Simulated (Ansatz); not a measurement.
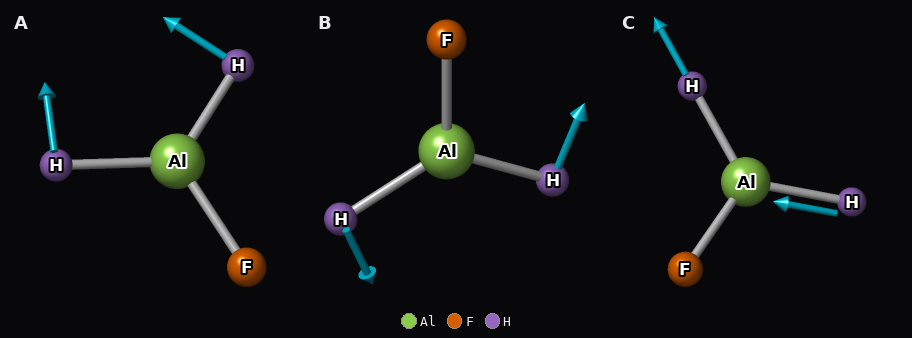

3 normal modes of one molecule or complex, as arrows. Harmonic vibrations computed with RKS PBE0-D4/def2-TZVP (Ansatz 0.2.0) at a stationary point of the same level.

Match the panels to the wavenumbers 550 cm⁻¹, 765 cm⁻¹, 1976 cm⁻¹.

Answer. A: 765 cm⁻¹, H–Al–H bending
B: 550 cm⁻¹, F–Al–H bending
C: 1976 cm⁻¹, out-of-phase stretching of 2 Al–H bonds
